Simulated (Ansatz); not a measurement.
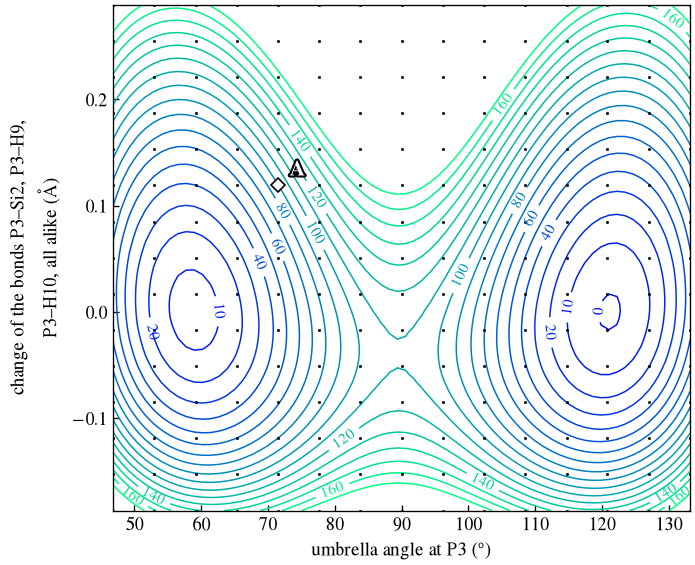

CH6ClPSi, SMILES C[SiH](P)Cl. 
- First axis: umbrella angle at P3 (between each of its bonds and their common axis; 90 is planar). Second axis: change of the bonds P3–Si2, P3–H9, P3–H10, all alike.
- Nothing is relaxed (all other coordinates rigid).
- Grid: 15 × 15 points.
- Points are written as (first, second).
- Energies are in kJ/mol, from the lowest grid point.
- Theory: Ansatz, RHF/def2-SVP.

The picture shows contour lines labelled in kJ/mol (none above 170), dots at the grid points, the point A. Between grid points the surface is interpolated.

### Is A at rest? If not, where is it pushed?

A, at (71.5°, 0.119 Å), is not a stationary point. The computed force is 6.3 kJ/mol for each degree towards smaller values of the first coordinate and 610 kJ/mol for each Å towards smaller values of the second coordinate.
